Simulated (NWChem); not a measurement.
# One shape, several levels: Si2H6 (disilane)

Aim: a comparison of 4 runs (PBE/aug-cc-pVDZ, BLYP/aug-cc-pVDZ, SVWN5/aug-cc-pVDZ, CCSD(T)/aug-cc-pVDZ) of Si2H6 (disilane). 

The calculation is run with NWChem 7.3.0.

### Step 1. The system as given

Si2H6: 8 atoms, total charge 0, spin state singlet. SMILES: `[SiH3][SiH3]`. The shape is that of a PBE0-D4/def2-TZVP optimisation.

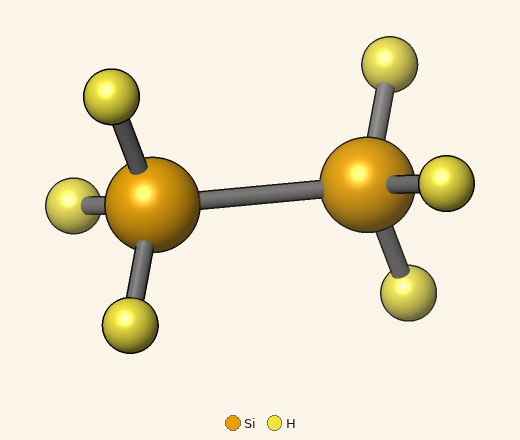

The structure, seen from a chosen angle (silicon amber, hydrogen yellow).

### Step 2. Energy and forces at PBE/aug-cc-pVDZ (run 1)

Contents of h6si2.nw:

```
START h6si2
TITLE "H6Si2 gradient"
memory 2200 mb

GEOMETRY noautosym nocenter noautoz
   Si    -0.340500     0.490200    -1.004900
   Si     0.363500    -0.504400     0.991000
   H      0.833900     0.948200    -1.794900
   H     -1.112900    -0.483900    -1.821900
   H     -1.208000     1.664100    -0.717900
   H      1.139000     0.468600     1.806300
   H      1.228100    -1.680500     0.704000
   H     -0.811000    -0.959200     1.782600
END

BASIS spherical bse
   * library aug-cc-pVDZ
END

DFT
   xc xpbe96 cpbe96
   mult 1
   grid fine
   convergence energy 1e-08
   maxiter 100
   mulliken
   print low
END

TASK dft gradient
```

Run with:

```console
nwchem h6si2.nw > h6si2.out
```

The log of the run:

```text
[...]
 d= 0,ls=0.0,diis     1   -582.2283501582 -6.73D+02  1.08D-02  1.65D-01     8.3
[...]
 d= 0,ls=0.0,diis     7   -582.2475659587 -4.55D-09  1.12D-07  1.13D-11    44.1
         Total DFT energy =     -582.247565958703
      One electron energy =     -986.476491621008
           Coulomb energy =      357.125013736144
    Exchange-Corr. energy =      -43.669175808730
 Nuclear repulsion energy =       90.773087734890
[...]
      Total Density - Mulliken Population Analysis
     ---------------------------------------------
    Atom       Charge   Shell Charges
 -----------   ------   -------------------------------------------------------
    1 Si  14    15.12   2.00  2.04  0.78  0.93 -0.11  6.02  1.62  1.61  0.03  0.15  0.04
    2 Si  14    15.12   2.00  2.04  0.78  0.93 -0.11  6.02  1.62  1.61  0.03  0.15  0.04
    3 H    1     0.63   0.73 -0.11  0.01  0.01 -0.01
    4 H    1     0.63   0.73 -0.11  0.01  0.01 -0.01
    5 H    1     0.63   0.73 -0.11  0.01  0.01 -0.01
    6 H    1     0.63   0.73 -0.11  0.01  0.01 -0.01
    7 H    1     0.63   0.73 -0.11  0.01  0.01 -0.01
    8 H    1     0.63   0.73 -0.11  0.01  0.01 -0.01
[...]
                         DFT ENERGY GRADIENTS
    atom               coordinates                        gradient
                 x          y          z           x          y          z
   1 Si     -0.643452   0.926344  -1.898986   -0.000982   0.001367  -0.002744
   2 Si      0.686915  -0.953178   1.872718    0.000963  -0.001347   0.002767
   3 H       1.575843   1.791838  -3.391869   -0.005562  -0.002202   0.003809
   4 H      -2.103076  -0.914438  -3.442892    0.003699   0.004610   0.003942
   5 H      -2.282789   3.144693  -1.356634    0.004148  -0.005617  -0.001311
   6 H       2.152398   0.885526   3.413412   -0.003714  -0.004615  -0.003946
   7 H       2.320772  -3.175685   1.330367   -0.004128   0.005610   0.001310
   8 H      -1.532568  -1.812625   3.368626    0.005576   0.002194  -0.003827
 Task  times  cpu:       59.2s     wall:       59.2s
 Total times  cpu:       59.3s     wall:       59.3s
```

It took 60 s on 1 thread of Intel Xeon Platinum 8259CL at 2.50GHz (Skylake/Cascade Lake), shared host; peak memory 0.13 GiB.

### Step 3. Energy and gradient at BLYP/aug-cc-pVDZ (run 2)

Contents of h6si2.nw:

```
start h6si2
title "H6Si2 gradient"
memory stack 880 mb heap 220 mb global 1100 mb

geometry noautosym nocenter noautoz
  Si   -0.340500    0.490200   -1.004900
  Si    0.363500   -0.504400    0.991000
  H     0.833900    0.948200   -1.794900
  H    -1.112900   -0.483900   -1.821900
  H    -1.208000    1.664100   -0.717900
  H     1.139000    0.468600    1.806300
  H     1.228100   -1.680500    0.704000
  H    -0.811000   -0.959200    1.782600
end

basis spherical bse
  * library aug-cc-pVDZ
end

dft
  xc becke88 lyp
  mult 1
  grid fine
  convergence energy 1e-08
  iterations 100
  mulliken
end

task dft gradient
```

Run with:

```console
nwchem h6si2.nw > h6si2.out
```

The log of the run:

```text
[...]
          Wavefunction type:  closed shell.
          No. of atoms     :     8
          No. of electrons :    34
[...]
          Charge           :     0
          Spin multiplicity:     1
[...]
          AO basis - number of functions:   108
[...]
              XC Information
              --------------
                    Becke 1988 Exchange Functional  1.000
              Lee-Yang-Parr Correlation Functional  1.000
[...]
 d= 0,ls=0.0,diis     1   -582.5161836347 -6.73D+02  1.53D-02  1.90D-01     9.2
[...]
 d= 0,ls=0.0,diis     7   -582.5382382364 -9.67D-09  2.52D-07  3.90D-11    44.4
         Total DFT energy =     -582.538238236423
      One electron energy =     -986.281653923460
           Coulomb energy =      356.939478955105
    Exchange-Corr. energy =      -43.969151002958
 Nuclear repulsion energy =       90.773087734890
[...]
      Total Density - Mulliken Population Analysis
     ---------------------------------------------
    Atom       Charge   Shell Charges
 -----------   ------   -------------------------------------------------------
    1 Si  14    15.38   2.00  2.05  0.79  0.98 -0.09  6.02  1.61  1.76  0.04  0.16  0.06
    2 Si  14    15.38   2.00  2.05  0.79  0.98 -0.09  6.02  1.61  1.76  0.04  0.16  0.06
    3 H    1     0.54   0.75 -0.21  0.00  0.01 -0.02
    4 H    1     0.54   0.75 -0.21  0.00  0.01 -0.02
    5 H    1     0.54   0.75 -0.21  0.00  0.01 -0.02
    6 H    1     0.54   0.75 -0.21  0.00  0.01 -0.02
    7 H    1     0.54   0.75 -0.21  0.00  0.01 -0.02
    8 H    1     0.54   0.75 -0.21  0.00  0.01 -0.02
[...]
  wavefunction    = closed shell
                         DFT ENERGY GRADIENTS
    atom               coordinates                        gradient
                 x          y          z           x          y          z
   1 Si     -0.643452   0.926344  -1.898986    0.000237  -0.000355   0.000714
   2 Si      0.686915  -0.953178   1.872718   -0.000256   0.000376  -0.000692
   3 H       1.575843   1.791838  -3.391869   -0.004289  -0.001809   0.003155
   4 H      -2.103076  -0.914438  -3.442892    0.002958   0.003519   0.003259
   5 H      -2.282789   3.144693  -1.356634    0.003307  -0.004483  -0.000850
   6 H       2.152398   0.885526   3.413412   -0.002969  -0.003526  -0.003265
   7 H       2.320772  -3.175685   1.330367   -0.003291   0.004475   0.000849
   8 H      -1.532568  -1.812625   3.368626    0.004303   0.001804  -0.003171
[...]
```

Wall time 60 s (1 thread of Intel Xeon Platinum 8259CL at 2.50GHz (Skylake/Cascade Lake), shared host); peak memory 0.13 GiB.

Run 3 isn't shown in full; the table further down has it.

### Step 4. The energy at CCSD(T)/aug-cc-pVDZ (run 4)

Contents of mymol.nw:

```
start mymol
memory 2200 mb

geometry noautosym nocenter noautoz
 Si    -0.340500     0.490200    -1.004900
 Si     0.363500    -0.504400     0.991000
 H      0.833900     0.948200    -1.794900
 H     -1.112900    -0.483900    -1.821900
 H     -1.208000     1.664100    -0.717900
 H      1.139000     0.468600     1.806300
 H      1.228100    -1.680500     0.704000
 H     -0.811000    -0.959200     1.782600
end

basis spherical bse
 * library aug-cc-pVDZ
end

scf
 thresh 1e-08
 maxiter 80
 noprint "final vectors analysis"
end

ccsd
 freeze core 10
 maxiter 60
end

task ccsd(t) energy
```

Run with:

```console
nwchem mymol.nw > mymol.out
```

The log of the run:

```text
[...]
  functions       =   108
[...]
  wavefunction    = RHF
[...]
         Total SCF energy =   -581.340581514738
      One-electron energy =   -986.172094006778
      Two-electron energy =    314.058424757150
 Nuclear repulsion energy =     90.773087734890
        Time for solution =     61.3s
[...]
 Total MP2 energy:           -581.564642148674807
[...]
             energy      energy      error      ampl     ampl      Block
                                                time     time      time
[...]
 Total CCSD energy:           -581.617634290421506
[...]
 Total CCSD+T(CCSD) energy:           -581.624805028630931
[...]
 Total CCSD(T) energy:                -581.624637942636696
[...]
```

It took 7.4 min on 1 thread of Intel Xeon Platinum 8259CL at 2.50GHz (Skylake/Cascade Lake), shared host; peak memory 0.24 GiB.

### Step 5. All runs side by side

```tsv
run	level	task	integration grid	energy (Eh)	largest force (eV/Å)	wall time
1	PBE/aug-cc-pVDZ	gradient	fine	-582.247566	0.366	60 s
2	BLYP/aug-cc-pVDZ	gradient	fine	-582.538238	0.290	60 s
3	SVWN5/aug-cc-pVDZ	gradient	fine	-580.177863	0.420	49 s
4	CCSD(T)/aug-cc-pVDZ	energy	–	-581.624638	–	7.4 min
```

### Step 6. Results

| quantity | value |
| --- | --- |
| run 4: total energy | -581.62464 Eh |
| run 4: correlation energy (10 core orbitals frozen) | -284.1 mEh |
| run 4: (T) correction | -7.00 mEh |

**Reading.** Totals of different functionals can't be ranked against each other. All runs together took 10 min, the longest 7.4 min.
